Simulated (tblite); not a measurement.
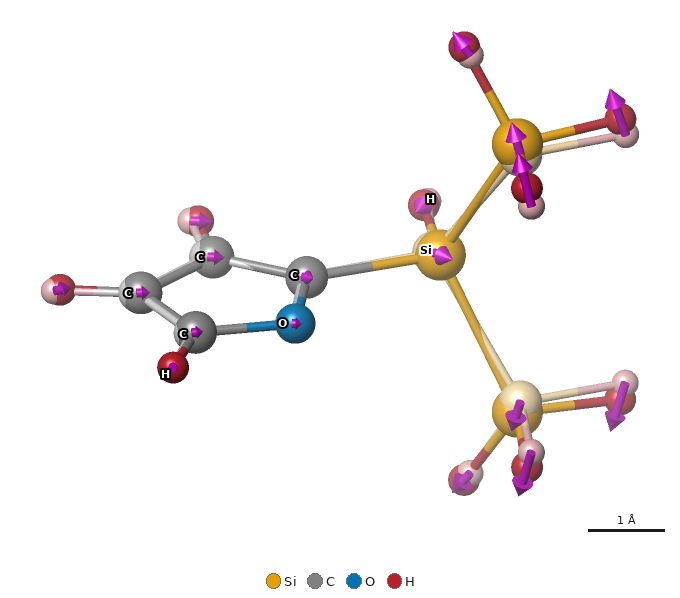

This is a relaxation of C$_{4}$H$_{10}$OSi$_{3}$. The starting structure is drawn faded, the final one solid; purple arrows show the displacements, magnified 3 times. The two geometries are superimposed by the best rigid fit.

The picture is a ball-and-stick view, seen at a tilt.

Computed with tblite 0.8.0, GFN2-xTB geometry optimisation, gas phase. 

Describe the change and its energy.

Answer. The largest moves after the best rigid fit, 0.25 Å, are those of H atoms. By element the largest moves are H 0.25 Å, Si 0.16 Å, C 0.08 Å, O 0.04 Å. Near-neighbour distances that change, for instance: Si–Si 2.282 → 2.325 Å, H–Si 1.502 → 1.467 Å, C–O 1.389 → 1.358 Å, C–Si 1.860 → 1.878 Å. Bond angles that change, for instance: Si–Si–Si 105.9° → 116.9°, C–Si–H 109.1° → 101.9°, Si–Si–H 111.1° → 114.5°. The energy falls by 4.19 kcal/mol in 49 geometry steps.
